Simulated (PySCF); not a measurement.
# C3H11NOSi4: what the fields show

```yaml
atoms:
  - { symbol: C, position_ang: [4.2198, -0.5666, -0.9325] }
  - { symbol: C, position_ang: [3.3225, 0.1764, -0.6536] }
  - { symbol: C, position_ang: [2.2234, 1.0322, -0.2984] }
  - { symbol: Si, position_ang: [0.8272, 0.0689, 0.6210] }
  - { symbol: Si, position_ang: [-0.2184, -1.5788, -0.7189] }
  - { symbol: Si, position_ang: [-2.2716, -0.4453, -0.4590] }
  - { symbol: N, position_ang: [-3.1869, -1.3388, 0.7138] }
  - { symbol: Si, position_ang: [-1.1967, 1.2821, 0.7134] }
  - { symbol: O, position_ang: [-0.8865, 2.5692, -0.2667] }
  - { symbol: H, position_ang: [5.0178, -1.1980, -1.1856] }
  - { symbol: H, position_ang: [2.5932, 1.8524, 0.3207] }
  - { symbol: H, position_ang: [1.8039, 1.4739, -1.2045] }
  - { symbol: H, position_ang: [1.4576, -0.3497, 1.8924] }
  - { symbol: H, position_ang: [-0.1501, -2.9800, -0.2719] }
  - { symbol: H, position_ang: [0.2769, -1.6704, -2.1033] }
  - { symbol: H, position_ang: [-3.0925, -0.1550, -1.6667] }
  - { symbol: H, position_ang: [-3.4148, -2.2989, 0.5133] }
  - { symbol: H, position_ang: [-3.9813, -0.9026, 1.1537] }
  - { symbol: H, position_ang: [-1.7888, 1.8472, 1.9431] }
  - { symbol: H, position_ang: [-1.5599, 3.1926, -0.5230] }
```

Geometry: GFN2-xTB.

Theory: PBE0/pcSseg-1, SCF density, gas phase, non-relativistic (PySCF 2.14.0).

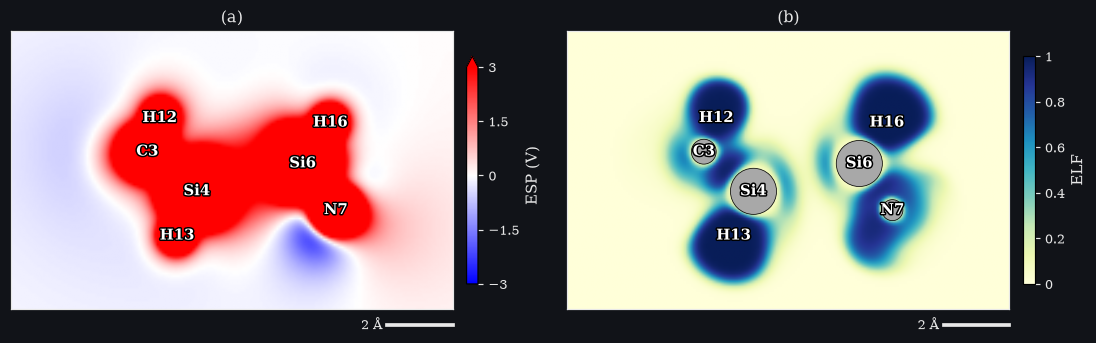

Figure 1. (a) molecular electrostatic potential; (b) ELF on the plane of atoms N7, Si6 and H16. Grey discs cover the atomic cores in the ELF map.

**Interpret the plot.**

The plane passes through C, Si, N and H nuclei. Si–N (1.74 Å): the ELF peaks at about 0.90 between the atoms; a shared but strongly polarised pair. C–Si (1.93 Å): the ELF peaks at about 0.95 between the atoms; localised, covalent bonding. The ELF also peaks beside N7, away from the bonds: lone-pair regions. Outside the dense part of the molecule the potential is most negative (−2.0 V) near N7.

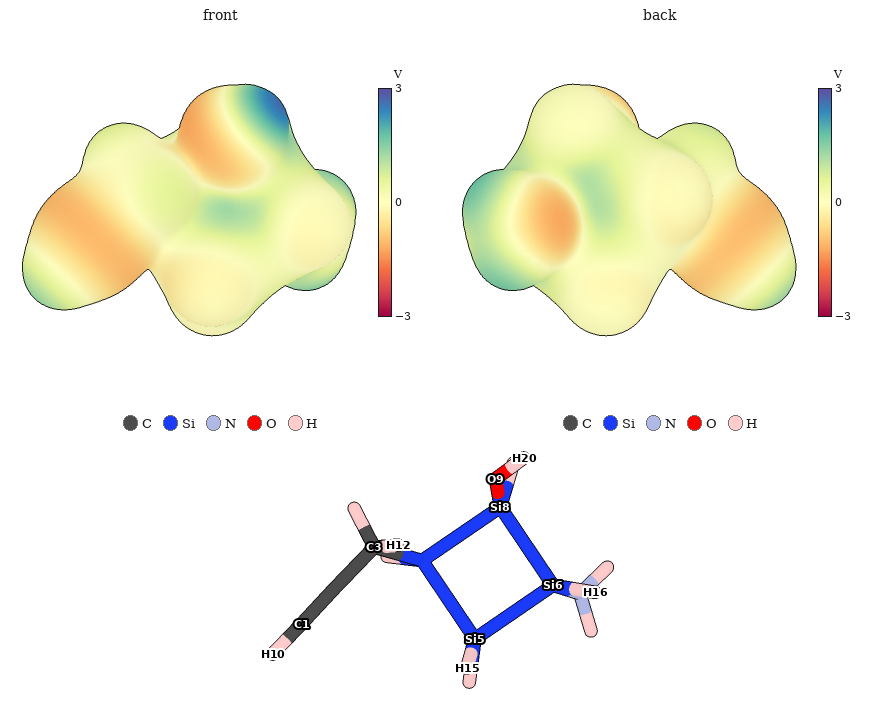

Figure 2. The electrostatic potential painted on the density surface at 0.002 e/bohr³, seen from the front and from behind; red is negative and blue positive. The bare structure is drawn below in the same view.

**Which sites attract a positive test charge, and which a negative one?**

A positive charge is drawn to the negative regions and a negative charge to the positive ones. The most negative region (about −1.2 V) lies over N7 and O9, the most positive (about +2.4 V) over H20.
